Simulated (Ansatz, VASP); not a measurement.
## Ba2FeMoO6 in two plane-wave programs

Wanted: the spread between two codes on one cell, functional and k mesh.

Main program and level: Ansatz 0.2.0; plane waves, with VASP 6.6.1 beside it; single point at PBEsol, DFT+U.

## (1) The structure

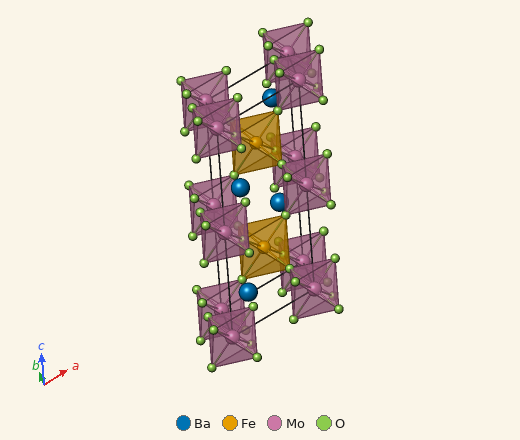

Start, viewed slightly off an axis; barium blue, iron orange, molybdenum pink, oxygen green. Some periodic images of atoms are drawn too.

## (2) Ansatz: single point, PBEsol, DFT+U

Ansatz runs on its default PAW (the set named soft_2) files.

A single point gives forces, pressure and levels at one fixed geometry, so differences don't come from the geometry; what else differs is listed under the comparison.

input.yaml

```yaml
crystal:
  lattice:
    - [0.0, 4.0345, 4.0345]
    - [4.0345, 0.0, 4.0345]
    - [8.069, 8.069, 0.0]
  atoms:
    - { symbol: Ba, position: [0.25, 0.25, 0.125] }
    - { symbol: Ba, position: [0.25, 0.25, 0.625] }
    - { symbol: Ba, position: [0.75, 0.75, 0.375] }
    - { symbol: Ba, position: [0.75, 0.75, 0.875] }
    - { symbol: Fe, position: [0.5, 0.5, 0.25], spin: 4.0 }
    - { symbol: Fe, position: [0.5, 0.5, 0.75], spin: -4.0 }
    - { symbol: Mo, position: [0.0, 0.0, 0.0], spin: 2.0 }
    - { symbol: Mo, position: [0.0, 0.0, 0.5], spin: -2.0 }
    - { symbol: O, position: [0.7568, 0.2432, 0.1216] }
    - { symbol: O, position: [0.7568, 0.2432, 0.6216] }
    - { symbol: O, position: [0.2432, 0.7568, 0.1216] }
    - { symbol: O, position: [0.2432, 0.7568, 0.6216] }
    - { symbol: O, position: [0.2432, 0.7568, 0.3784] }
    - { symbol: O, position: [0.2432, 0.7568, 0.8784] }
    - { symbol: O, position: [0.7568, 0.2432, 0.3784] }
    - { symbol: O, position: [0.7568, 0.2432, 0.8784] }
    - { symbol: O, position: [0.2432, 0.2432, 0.3784] }
    - { symbol: O, position: [0.2432, 0.2432, 0.8784] }
    - { symbol: O, position: [0.7568, 0.7568, 0.1216] }
    - { symbol: O, position: [0.7568, 0.7568, 0.6216] }
hamiltonian:
  xc: pbesol
  pseudopotentials: { kind: paw }
  hubbard:
    sites:
      - { species: Fe, l: d, u_eff: 4.5 }
      - { species: Mo, l: d, u_eff: 2.0 }
magnetization:
  spin_polarized: true
kpoints:
  mp_grid: { grid: [8, 8, 4] }
scf:
  occupations: { method: fermi_dirac, width: 0.05 }
  n_extra_bands: 17
output:
  forces: true
  stress: true
  eigenvalues: true
```

The run is started by

```bash
$ ansatz run input.yaml --threads 8 --pin off --max-ram 18432MiB --backend cpu --events-out ev --progress --plain --runs-dir out
```

Numbers of over 12 decimals in the logs are rounded to 6 here.

The log of the run:

```text
Ba: projections on atomic orbitals take those of the free atom [Kr 4d10] 5s2 5p6 6s2, of charge +0.00 (hamiltonian.pseudopotentials.projection_atoms); the dataset's partial waves leave at most 9.7e-6 of an orbital's norm unspanned inside its sphere
Fe: projections on atomic orbitals take those of the free atom [Ne] 3s2 3p6 3d6 4s2, of charge +0.00 (hamiltonian.pseudopotentials.projection_atoms); the dataset's partial waves leave at most 1.1e-6 of an orbital's norm unspanned inside its sphere
Mo: projections on atomic orbitals take those of the free atom [Ar 3d10] 4s2 4p6 4d5 5s1, of charge +0.00 (hamiltonian.pseudopotentials.projection_atoms); the dataset's partial waves leave at most 6.0e-6 of an orbital's norm unspanned inside its sphere
O: projections on atomic orbitals take those of the free atom [He] 2s2 2p4, of charge +0.00 (hamiltonian.pseudopotentials.projection_atoms); the dataset's partial waves leave at most 1.9e-8 of an orbital's norm unspanned inside its sphere
scf.n_extra_bands = 17 over 86 filled bands (N_el = 172.0): the run solves 103 bands
Engine: ansatz 0.2.0, aarch64-unknown-linux-gnu
Pseudopotentials: kind: paw
Pseudopotential: Ba, paw, valence charge 10, recommended cutoff 420 eV (normal), Ba.paw.azcp
Pseudopotential: Fe, paw, valence charge 16, recommended cutoff 420 eV (normal), Fe.paw.azcp
Pseudopotential: Mo, paw, valence charge 14, recommended cutoff 420 eV (normal), Mo.paw.azcp
Pseudopotential: O, paw, valence charge 6, recommended cutoff 420 eV (normal), O.paw.azcp
Functional definition: PBEsol
  exchange = pbesol_x
  correlation = pbesol_c
Crystal: 20 atoms, lattice volume = 262.681 Å³
Basis set: ecut = 420 eV, 5173 PW (Γ), exchange–correlation on 80×80×160 points (8 copies of the dense FFT grid, shifted against one another)
Bands: 103, of which v1, the nominal top of the filled ones, is band 86 counted from 1 (85 counted from 0)
Symmetry: 6 space group operations
Space group: R3m (ITA 160), of the structure as read, at distance tolerance 6.4e-5 Å
Magnetic group: BNS 160.68 (UNI 1298), of the structure as read, at distance tolerance 6.4e-5 Å
k-points: 35 of 256 (time reversal used)
Non-local potential: Ba, projectors of the file, l = 0: 3, l = 1: 2, l = 2: 2, l = 3: 2
Non-local potential: Fe, projectors of the file, l = 0: 3, l = 1: 2, l = 2: 3, l = 3: 1
Non-local potential: Mo, projectors of the file, l = 0: 3, l = 1: 2, l = 2: 2, l = 3: 1
Non-local potential: O, projectors of the file, l = 0: 2, l = 1: 2, l = 2: 1
PAW form: soft (Blöchl's): semilocal exchange-correlation on the pseudo side does not see the compensation charge
PAW frozen core: Ba, regenerated for the run's functional, and the local potential with it (the file was generated under x = pbe(κ = 0.804, μ = 0.219515), c = pbe(β = 0.066725))
PAW frozen core: Fe, regenerated for the run's functional, and the local potential with it (the file was generated under x = pbe(κ = 0.804, μ = 0.219515), c = pbe(β = 0.066725))
PAW frozen core: Mo, regenerated for the run's functional, and the local potential with it (the file was generated under x = pbe(κ = 0.804, μ = 0.219515), c = pbe(β = 0.066725))
PAW frozen core: O, regenerated for the run's functional, and the local potential with it (the file was generated under x = pbe(κ = 0.804, μ = 0.219515), c = pbe(β = 0.066725))
PAW one-centre angular grid: Ba, 194 points (default); XC on 64 Gauss nodes
PAW one-centre angular grid: Fe, 590 points (default); XC on 64 Gauss nodes
PAW one-centre angular grid: Mo, 590 points (default); XC on 64 Gauss nodes
PAW one-centre angular grid: O, 110 points (default); XC on 64 Gauss nodes
Initial density: superposition of atomic densities (chi_scale 0.1, normalization cell, long waves kept (reshape's long-wave potential 0.00 eV rms))
Starting moments: Σ|m| = 12 μB on 4 of 20 sites
Starting magnetic order: antiferromagnet; a translation exchanges its spin sublattices: spin-degenerate at every k-point
Initial wavefunctions: pseudopotential atomic-orbital guess
Functional: x = pbesol(κ = 0.804, μ = 0.123457), c = pbesol(β = 0.046)
SCF iter   1: F=—  HF=-48895.675303 eV  |F-HF|=—  |Δ(HF+E_count)|=         —  Δρ=7.41e-2 (↑7.41e-2 ↓7.41e-2)  dr2=8.44e1  dr2_m=3.61e0  M=0.000 μB ∫|m|=8.115 μB  β_m=0.30  ethr=3.10e-3  ⟨swp⟩=7.1  Hψ=14933  notcnv=0  defer=107
preconditioner: auto → Kerker (q_TF=auto, 2.542 Å⁻¹)  [metal: Δε(μ)=0.058 eV  Ē_g=11.484 eV  σ=0.050 eV  W_gap=0.26  n_scr=60 (ndim 8)  ℏωp=26.3 eV  f_vac=0.000  D(μ)=12.68/eV (n_scr^D=110)]
spin=Collinear: Kerker preconditioning applied to the charge; magnetization (m = ρ↑ − ρ↓) channel mixes plain (no charge-response kernel on spin).
SCF iter   2: F=—  HF=-48886.171211 eV  |F-HF|=—  |Δ(HF+E_count)|=    9.50e0  Δρ=4.20e-2 (↑4.20e-2 ↓4.20e-2)  dr2=2.96e1  dr2_m=1.52e0  M=0.000 μB ∫|m|=8.924 μB  β_m=0.30  ethr=3.10e-3  ⟨swp⟩=4.4  Hψ=7999  notcnv=0  defer=262
SCF iter   3: F=—  HF=-48881.939613 eV  |F-HF|=—  |Δ(HF+E_count)|=    4.23e0  Δρ=3.45e-2 (↑3.45e-2 ↓3.45e-2)  dr2=6.92e0  dr2_m=1.58e0  M=0.000 μB ∫|m|=10.777 μB  β_m=0.30  ethr=3.10e-3  ⟨swp⟩=4.7  Hψ=9497  notcnv=0  defer=205
[...]
SCF iter  23: F=—  HF=-48881.057612 eV  |F-HF|=—  |Δ(HF+E_count)|=   1.28e-3  Δρ=1.35e-4 (↑1.35e-4 ↓1.24e-4)  dr2=6.39e-5  dr2_m=2.08e-5  M=-0.001 μB ∫|m|=8.986 μB  β_m=0.75  ethr=2.00e-7  ⟨swp⟩=2.7  Hψ=13632  notcnv=0  defer=291
SCF iter  24: F=—  HF=-48881.058065 eV  |F-HF|=—  |Δ(HF+E_count)|=   4.52e-4  Δρ=8.17e-5 (↑7.69e-5 ↓8.17e-5)  dr2=5.11e-5  dr2_m=2.81e-6  M=-0.001 μB ∫|m|=8.978 μB  β_m=0.59  ethr=3.72e-8  ⟨swp⟩=2.1  Hψ=13205  notcnv=0  defer=291
SCF iter  25: F=—  HF=-48881.058061 eV  |F-HF|=—  |Δ(HF+E_count)|=   3.32e-6  Δρ=7.64e-5 (↑7.64e-5 ↓4.51e-5)  dr2=3.78e-5  dr2_m=3.44e-6  M=0.002 μB ∫|m|=8.978 μB  β_m=0.44  ethr=2.97e-8  ⟨swp⟩=2.0  Hψ=9806  notcnv=0  defer=291
SCF iter  26: F=—  HF=-48881.058062 eV  |F-HF|=—  |Δ(HF+E_count)|=   1.81e-7  Δρ=2.30e-5 (↑2.02e-5 ↓2.30e-5)  dr2=2.74e-6  dr2_m=6.92e-7  M=0.000 μB ∫|m|=8.979 μB  β_m=0.50  ethr=2.20e-8  ⟨swp⟩=1.9  Hψ=8607  notcnv=0  defer=291
SCF iter  27: F=—  HF=-48881.058062 eV  |F-HF|=—  |Δ(HF+E_count)|=   7.50e-7  Δρ=9.74e-6 (↑9.74e-6 ↓8.13e-6)  dr2=4.70e-7  dr2_m=7.88e-8  M=-0.000 μB ∫|m|=8.979 μB  β_m=0.49  ethr=1.60e-9  ⟨swp⟩=2.0  Hψ=12911  notcnv=0  defer=291
SCF iter  28: F=—  HF=-48881.058062 eV  |F-HF|=—  |Δ(HF+E_count)|=   4.32e-8  Δρ=6.54e-6 (↑6.54e-6 ↓5.59e-6)  dr2=1.96e-7  dr2_m=5.64e-8  M=-0.000 μB ∫|m|=8.979 μB  β_m=0.57  ethr=2.73e-10  ⟨swp⟩=2.0  Hψ=10575  notcnv=0  defer=291
SCF iter  29: F=—  HF=-48881.058063 eV  |F-HF|=—  |Δ(HF+E_count)|=   1.01e-7  Δρ=4.62e-6 (↑2.82e-6 ↓4.62e-6)  dr2=1.11e-7  dr2_m=1.80e-8  M=0.000 μB ∫|m|=8.979 μB  β_m=0.59  ethr=5.81e-11  ⟨swp⟩=3.7  Hψ=19023  notcnv=0
SCF iter  30: F=-48881.058062 eV  HF=-48881.058063 eV  |F-HF|=6.73e-8  |Δ(HF+E_count)|=   2.71e-8  Δρ=3.85e-6 (↑3.85e-6 ↓1.28e-6)  dr2=8.20e-8  dr2_m=8.74e-9  M=0.000 μB ∫|m|=8.979 μB  ethr=5.81e-11  ⟨swp⟩=2.7  Hψ=14870  notcnv=0
SCF 5 converged in 30 iterations: F = -48881.058062 eV  dr2 = 8.20e-8
  greatest PAW one-centre occupation: 1.003 electrons in one spin orbital (limit 2), on the Fe atom at site 4 (counted from 0), in its partial waves of l = 1
SCF converged after 2 iterations
Stability not told: the SCF's own minimisation came to no verdict on its close; the lowest value that the minimisation read is 2.1e-2 (residual 1.5e-3): no lower mode is shown, and none is ruled out
Magnetization: 0.0000 μB (86.0000 up, 86.0000 down)
Absolute magnetization: 8.0908 μB (∫|ρ↑−ρ↓|, with the PAW one-centre terms)
Spin contamination: 4.0941 ħ² per cell (⟨S²⟩ above its minimum at these occupations)
Per-site moments (μB) at R_I (Å): [(-0.000584619, 1.177007), (0.0005957, 1.177007), (-0.000584619, 1.177007), (0.0005957, 1.177007), (3.441890, 0.854749), (-3.442793, 0.854749), (0.000462874, 0.809482), (0.000462874, 0.809482), (0.025849, 0.809482), (-0.033558, 0.809482), (0.031207, 0.809482), (-0.027567, 0.809482), (0.025849, 0.809482), (-0.033558, 0.809482), (0.031207, 0.809482), (-0.027567, 0.809482), (0.031207, 0.809482), (-0.027567, 0.809482), (0.031207, 0.809482), (-0.027567, 0.809482)]
Free energy (F): -48881.780004 eV
Harris-Foulkes:  -48881.780004 eV  (|F-HF|=4.73e-10)
Internal energy: -48881.779919 eV  (E = F + TS)
E sigma→0 (E₀):  -48881.779962 eV
Entropy (-TS):   -0.000085 eV (-0.004 meV/atom)
Fermi energy:    12.193696 eV
--- Per-component energies (eV) ---
  E_band       = -854.204043
  E_kinetic    = 4327.585768
  E_local      = -13206.242754  (includes V_loc(G=0)·N_el)
  E_nonlocal   = 1556.932449
  E_hartree    = 5187.661809
  E_xc         = -2139.376781
  E_vxc        = -2422.387296  (∫ρ·V_xc dr)
  E_hubbard    = 6.877834  (on-site DFT+U / exact-exchange correction)
  E_vhub       = -22.424832  (the Hubbard potential's part of the band-sum identity)
  E_paw        = -31349.281039  (= ΣΔE_a)
  E_vpaw       = -1463.019386  (= ΣTr[D̂ρ^β])
  E_aug_tail   = 0.030145  (compensation charges beyond the density's cutoff)
  E_ewald      = -13267.773539
  E_core_change = 1.806189  (= ΣΔE_core)
  E_smearing   = -0.000085  (= −TS)
  E_closure    = -0.000000  (closes the sum)
  Σ components = -48881.780004   (vs F -48881.780004, Δ=0.00e0)
--- Forces (eV/Å), atoms counted from 1 ---
  atom   1  Ba     0.06124821     0.00596085    -0.00596085
  atom   2  Ba    -0.00751587     0.03961605    -0.03961605
  atom   3  Ba    -0.06124820    -0.00596085     0.00596085
  atom   4  Ba     0.00751588    -0.03961605     0.03961605
  atom   5  Fe     0.00000001     0.00000000    -0.00000000
  atom   6  Fe     0.00000000     0.00000001    -0.00000001
  atom   7  Mo     0.32077457    -0.15983536     0.15983536
  atom   8  Mo    -0.32077456     0.15983538    -0.15983538
  atom   9  O     -1.57134386     0.00189409    -0.00189409
  atom  10  O     -1.15922085    -0.02375148     0.02375148
  atom  11  O     -0.01276067    -1.28459803     0.01804684
  atom  12  O     -0.00318960    -1.48630605     0.00810355
  atom  13  O      1.57134386    -0.00189409     0.00189409
  atom  14  O      1.15922085     0.02375148    -0.02375148
  atom  15  O      0.01276067     1.28459803    -0.01804684
  atom  16  O      0.00318960     1.48630605    -0.00810355
  atom  17  O      0.01276067     0.01804684    -1.28459803
  atom  18  O      0.00318960     0.00810355    -1.48630605
  atom  19  O     -0.01276067    -0.01804684     1.28459803
  atom  20  O     -0.00318960    -0.00810355     1.48630605
  max |Σ_I F_I| component: 2.77e-8 eV/Å
--- Stress (GPa, compression-positive) ---
       -2.076175       0.338976      -0.338976
        0.338980      -1.970468      -0.390805
       -0.338980      -0.390805      -1.970468
  P = ⅓ Tr σ = -2.0057 GPa (-20.057 kbar)
--- Band table (eV; the first three rows and the last of 156) ---
  k-point 0 ↑: bands = [... 82 lower, 10.3614, 10.5731, 10.6516, 11.2092, 12.7322, 12.8072, 12.9224, 12.9960, ... 13 higher]
  k-point 1 ↑: bands = [... 82 lower, 10.3162, 10.6852, 10.7837, 11.2156, 12.6933, 12.7932, 12.9569, 13.0105, ... 13 higher]
  k-point 2 ↑: bands = [... 82 lower, 10.2039, 10.7691, 10.8858, 11.2198, 12.6628, 12.7814, 12.9834, 13.0267, ... 13 higher]
  k-point 77 ↓: bands = [... 82 lower, 10.1229, 10.4263, 10.8758, 11.5367, 12.9104, 13.0099, 13.0181, 13.1241, ... 13 higher]
Occupation matrices written to <dir>
```

It took 25 min on 8 threads of Arm Neoverse N1, shared host; peak memory 10 GiB; 3.3 h of CPU time.

The column dr2 measures how far the density is from self-consistency, as an energy; F and HF (Harris–Foulkes) agree once it is small.

The run ends at a pressure of -2.01 GPa, with forces up to 1.6 eV/Å.

[end of part 1 of 2]

[Lines on the potential files, build, host, timing and source positions are cut from VASP's logs without a mark.]

[Logs are printed without paths, hosts, clocks, repeated set-up lines and the standing remarks that a program may print on its own settings, such as how far it seeks lower states.]

[Hosts, paths, dates, database ids (printed as entryN), source tags and the programs' standing remarks are cut or masked in the printed files.]
